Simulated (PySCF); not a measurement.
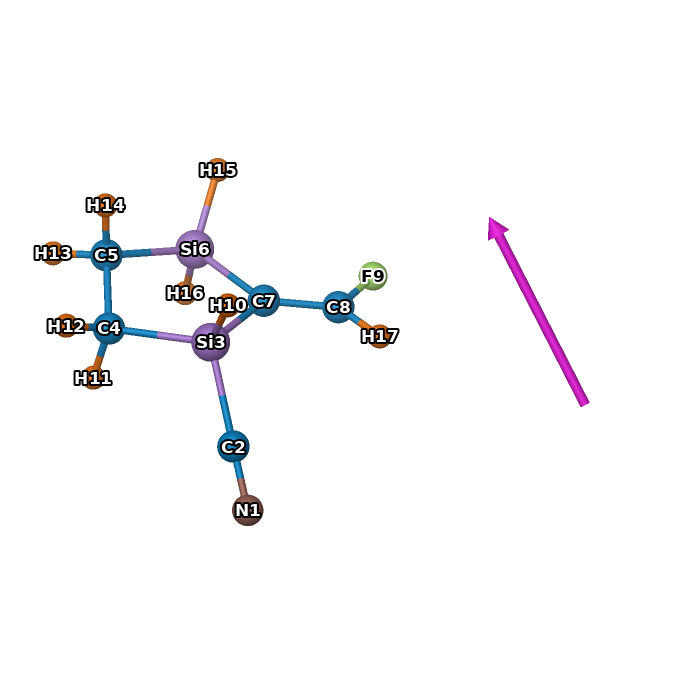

The arrow beside the molecule shows the direction of the dipole moment, from the negative to the positive end (its length means nothing). The geometry was computed by an optimisation with GFN2-xTB. No frequency run is at hand to confirm it as a minimum. Properties computed with PBE0/pcSseg-1, gas phase (PySCF 2.14.0).

Estimate the dipole moment.

3.62 D; it points from the side of N1 to the side of H14 (the outermost atoms at the two ends).

The geometry is semi-empirical. Around Si such bond lengths and angles can be off by a tenth of an ångström or more and by several degrees, and values that hang on the shape move with them.
